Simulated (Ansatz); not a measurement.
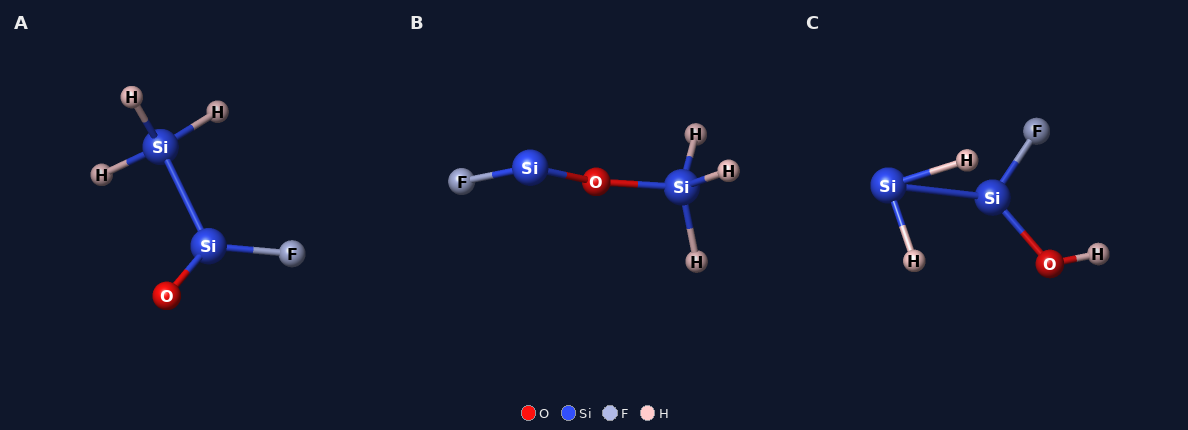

3 stationary structures of one formula. Geometries: PBE0-D4/def2-TZVP. Electronic energies: RHF-CCSD(T) (frozen core)/def2-TZVPP (Ansatz 0.2.0), without zero-point energy. No frequency run is at hand to confirm each as a minimum. Each is one conformer, not always the lowest.

### Which is lowest in energy, and by how much?

B is lowest (Cs); A lies 33.3 kcal/mol above it, C lies 44.1 kcal/mol above it (C1).
